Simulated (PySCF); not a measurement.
# GeH3SCl (SMILES [SH][GeH2][Cl]) at MP2/ANO-RCC-VDZP (sfX2C)

What is the vertical singlet–triplet gap of GeH3SCl at MP2/ANO-RCC-VDZP (sfX2C)? The job is set up through a Python script.

The calculation is run with PySCF 2.14.0.

**1. The structure to begin with**

GeH3SCl has 6 atoms, charge 0, and is taken as a singlet. As SMILES, `[SH][GeH2][Cl]`. The coordinates come from a PBE0-D4/def2-TZVP relaxation. This is one conformer, not always the lowest.

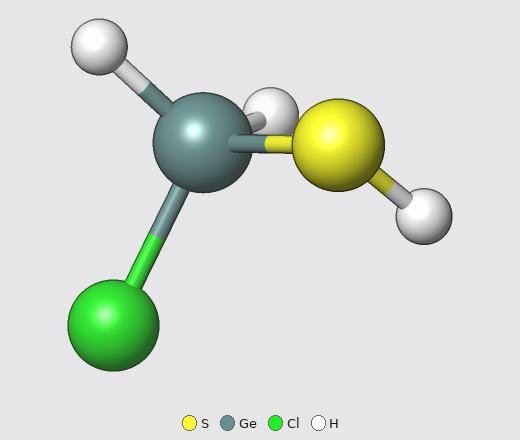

The structure, seen from a chosen angle (sulfur yellow, germanium teal, chlorine green, hydrogen white).

**2. A single-point energy at MP2/ANO-RCC-VDZP (sfX2C)**

run.py

```python
from pyscf import gto, scf, mp

molecule = gto.Mole()
molecule.atom = '''
S       -1.173700      -1.328000      -0.086900
Ge       0.432700       0.138800       0.275500
Cl      -0.360100       2.143100       0.341600
H       -1.332800      -0.975800      -1.373400
H        1.461900       0.131100      -0.858600
H        1.014100      -0.173200       1.655700
'''
molecule.basis = 'ano-rcc-vdzp'
molecule.verbose = 3
molecule.max_memory = 1860
molecule.build()

calc0 = scf.RHF(molecule)
calc0 = calc0.x2c()
calc0.conv_tol = 1e-10
calc0.kernel()
if not calc0.converged:
    calc0 = calc0.newton().run(calc0.mo_coeff, calc0.mo_occ)

pt = mp.MP2(calc0, frozen=19).run()
e_tot = pt.e_tot
print('E(%s) = %.9f' % ('MP2', e_tot))
```

Started as:

```console
$ OMP_NUM_THREADS=1 python run.py
```

The log of the run:

```text
converged SCF energy = -2958.45481238134
E(RMP2) = -2959.00685810791  E_corr = -0.552045726574101
E(SCS-RMP2) = -2958.97786488751  E_corr = -0.523052506165041
E(MP2) = -2959.006858108
```

Wall time 14 s (1 thread of Arm Neoverse V1, shared host); peak memory 0.2 GiB.

**3. The triplet**

job.py

```python
from pyscf import gto, mp

system = gto.M(
    atom='''
S     -1.173700    -1.328000    -0.086900
Ge     0.432700     0.138800     0.275500
Cl    -0.360100     2.143100     0.341600
H     -1.332800    -0.975800    -1.373400
H      1.461900     0.131100    -0.858600
H      1.014100    -0.173200     1.655700
''',
    basis='ano-rcc-vdzp',
    spin=2,
    max_memory=1860,
    charge=0,
    verbose=3,
)

mf = system.UHF()
mf = mf.sfx2c1e()
mf.conv_tol = 1e-10
mf.kernel()
if not mf.converged:
    mf = mf.newton().run(mf.mo_coeff, mf.mo_occ)

pt = mp.MP2(mf, frozen=19).run()
energy = pt.e_tot
print('Final energy', energy)
```

Started as:

```console
$ OMP_NUM_THREADS=1 python job.py
```

The log of the run:

```text
WARN: HOMO 0.0330691326543979 >= LUMO -0.315671711107245

WARN: HOMO -0.170860734276193 >= LUMO -0.173412485441932

converged SCF energy = -2958.26369656275  <S^2> = 2.0268296  2S+1 = 3.0178334
E(UMP2) = -2958.79824360144  E_corr = -0.534547038693668
E(SCS-UMP2) = -2958.76845190855  E_corr = -0.504755345798666
Final energy -2958.7982436014404
```

Wall time 16 s (1 thread of Arm Neoverse V1, shared host); peak memory 0.21 GiB.

**4. Results**

Level: MP2/ANO-RCC-VDZP (sfX2C), 19 core orbitals frozen.

| quantity | value |
| --- | --- |
| singlet: total energy | -2959.00686 Eh |
| singlet: dipole moment (Hartree–Fock density) | 2.17 D |
| singlet: HOMO energy (Hartree–Fock orbitals) | -10.71 eV |
| singlet: LUMO energy (Hartree–Fock orbitals) | 2.11 eV |
| singlet: HOMO–LUMO gap (Hartree–Fock orbitals) | 12.82 eV |
| singlet: correlation energy (19 core orbitals frozen) | -552.0 mEh |
| triplet: total energy | -2958.79824 Eh |
| triplet: dipole moment (Hartree–Fock density) | 4.35 D |
| triplet: HOMO energy (Hartree–Fock orbitals) (highest over α and β) | -4.69 eV |
| triplet: LUMO energy (Hartree–Fock orbitals) (lowest over α and β) | -1.73 eV |
| triplet: correlation energy (19 core orbitals frozen) | -534.5 mEh |
| triplet: ⟨S²⟩ of the reference determinant | 2.027 |
| vertical energy of the triplet above the singlet | 5.677 eV |

**Reading.** At this shape the triplet lies 5.68 eV (548 kJ/mol) above the singlet. Mulliken charges (singlet) of the mean-field density run from -0.47 on Cl3 to +1.12 on Ge2; they depend strongly on the basis. Mulliken charges (triplet) of the mean-field density run from -0.53 on Cl3 to +0.84 on Ge2; they depend strongly on the basis.
